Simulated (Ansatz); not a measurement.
## Electronic structure of BrH₇OSi₃ in real space

Input

```
crystal:
  periodic: [false, false, false]
  atoms:
    - {symbol: Br, position_ang: [-1.969127, -0.033137, 3.025062]}
    - {symbol: O, position_ang: [-0.909560, 2.949562, 2.337579]}
    - {symbol: Si, position_ang: [-0.291587, 1.461388, 2.761177]}
    - {symbol: Si, position_ang: [0.943780, 0.779928, 0.898443]}
    - {symbol: Si, position_ang: [-0.407391, 1.272476, -0.961844]}
    - {symbol: H, position_ang: [-1.508200, 3.386352, 2.957232]}
    - {symbol: H, position_ang: [0.393910, 1.514364, 4.083609]}
    - {symbol: H, position_ang: [2.242180, 1.516542, 0.827620]}
    - {symbol: H, position_ang: [1.220484, -0.681831, 1.011681]}
    - {symbol: H, position_ang: [0.163784, 0.677809, -2.206432]}
    - {symbol: H, position_ang: [-0.497399, 2.751301, -1.124395]}
    - {symbol: H, position_ang: [-1.770095, 0.713539, -0.733158]}
basis:
  gaussian:
    orbitals: def2-SVPD
output: {forces: true, orbitals: {seedname: orbitals}}
hamiltonian:
  xc: pbe0
```

Launched as:

```sh
ansatz run input.yaml --threads 2 --pin off --max-ram 5220MiB --events-out events.jsonl --progress --plain --runs-dir runs
```

Geometry: B3LYP-D3(BJ)/def2-SVP.

All numbers below come from Ansatz 0.2.0, isolated molecule in a Gaussian basis; Kohn-Sham density functional theory, functional PBE0.

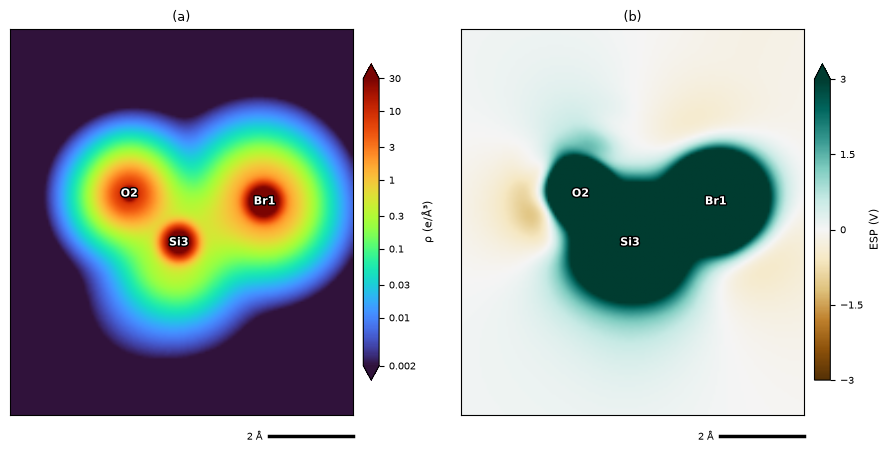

Figure 1. (a) total electron density; (b) electrostatic potential on the plane of atoms Br1, Si3 and O2.

Describe what can be read from this map.

Answer. Atoms in the plane: Br, O and Si.
Si–O (1.67 Å): ρ at the midpoint is about 1.1 e/Å³.
Si–Br (2.26 Å): ρ is about 0.71 e/Å³ halfway, with its minimum of 0.53 e/Å³ about 0.8 Å from Si.
Outside the dense part of the molecule the potential is most negative (−1.1 V) near O2.

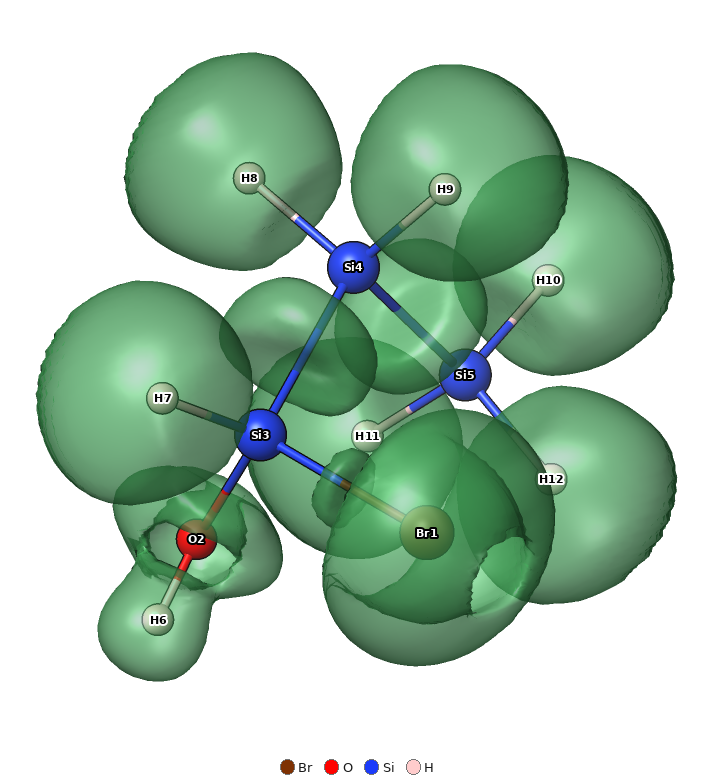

Figure 2. Isosurface of the electron localisation function at 0.8 (green), seen at an oblique angle. Core shells and regions of very low density are left out.

Where are the electrons localised?

Answer. At this value the surface marks out one region between bonded Br–Si atoms (shared pairs), two regions between bonded Si–Si atoms (shared pairs), six regions around hydrogen nuclei, one ring or bowl of non-bonding electrons around Br and one joined region spread over several atoms (H, O), in which their bonds and any lone pairs are merged.


Si–O (1.67 Å): the ELF peaks at about 0.90 between the atoms: a polar covalent bond. Si–Br (2.26 Å): the ELF peaks at about 0.85 between the atoms (a polar covalent bond).

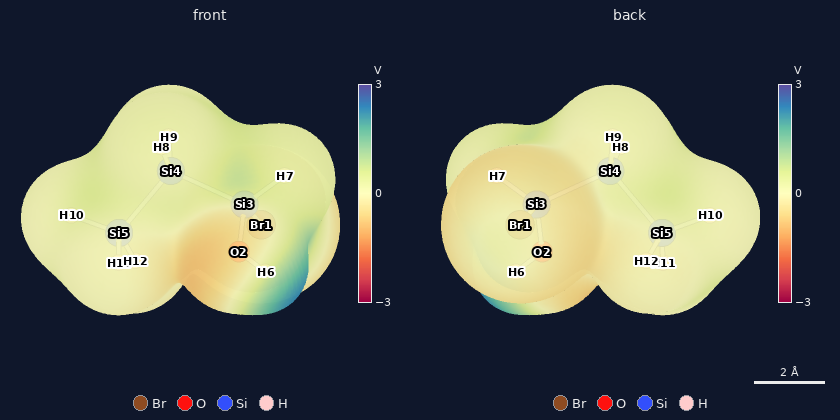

Figure 3. The electrostatic potential painted on the density surface at 0.001 e/bohr³, seen from the front and from behind; the colour scale runs from red (negative) to blue (positive).

Which sites attract a positive test charge, and which a negative one?

Answer. A positive charge is drawn to the negative regions and a negative charge to the positive ones. The most negative region (about −0.8 V) lies over O2, the most positive (about +2.2 V) over H6.

How polar is the molecule by this calculation?

Answer. Its dipole moment is 1.32 D.
